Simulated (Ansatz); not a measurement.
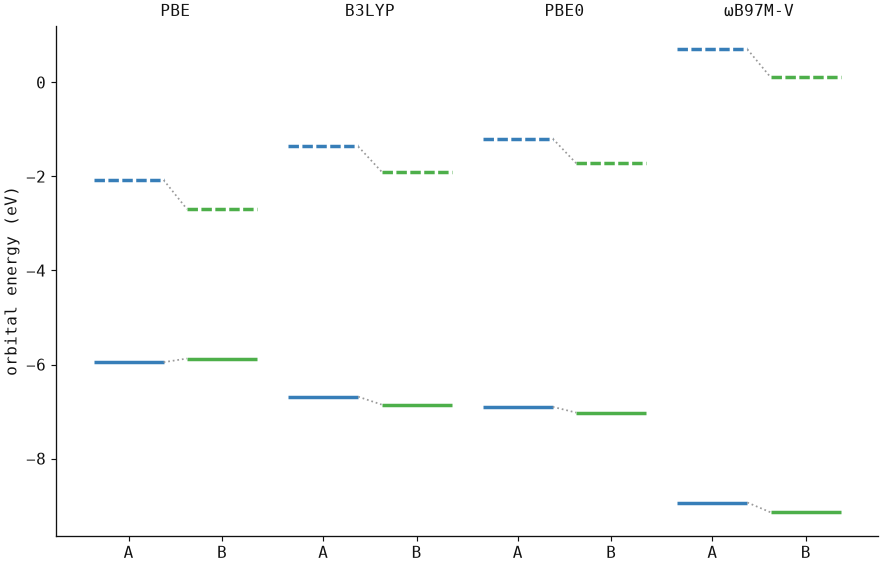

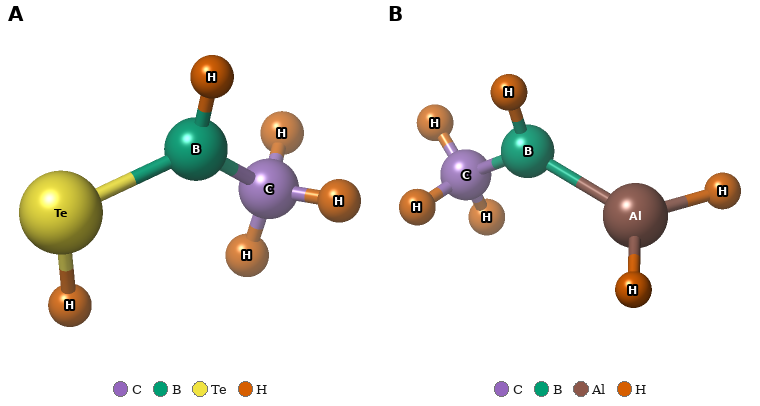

One change: A, CH₅BTe (SMILES CB[TeH]), becomes B, CH₆AlB (SMILES C[BH][AlH2]). TeH on B is replaced by AlH₂. HOMO (solid) and LUMO (dashed) computed in def2-TZVPP at PBE0-D4/def2-TZVP geometries, both minima by their frequencies, gas phase, the Ansatz code. Empty levels above zero depend strongly on the basis.

Question: What does the change do to HOMO and LUMO?

Answer: PBE: the HOMO rises by 0.08 eV, the LUMO falls by 0.62 eV, and the separation goes from 3.87 to 3.18 eV. B3LYP: the HOMO falls by 0.17 eV, the LUMO falls by 0.53 eV, and the separation goes from 5.32 to 4.95 eV. PBE0: the HOMO falls by 0.12 eV, the LUMO falls by 0.52 eV, and the separation goes from 5.70 to 5.30 eV. ωB97M-V: the HOMO falls by 0.21 eV, the LUMO falls by 0.60 eV, and the separation goes from 9.64 to 9.25 eV.

Question: Do the functionals agree on the effect?

Answer: Not on every direction; the HOMO shift lies between −0.21 and 0.08 eV and the LUMO shift between −0.62 and −0.52 eV, while the separations themselves differ by up to 6.1 eV between functionals.

Known limits of this run: core potentials past krypton; spin-orbit coupling is left out, and with Te it can shift these values.
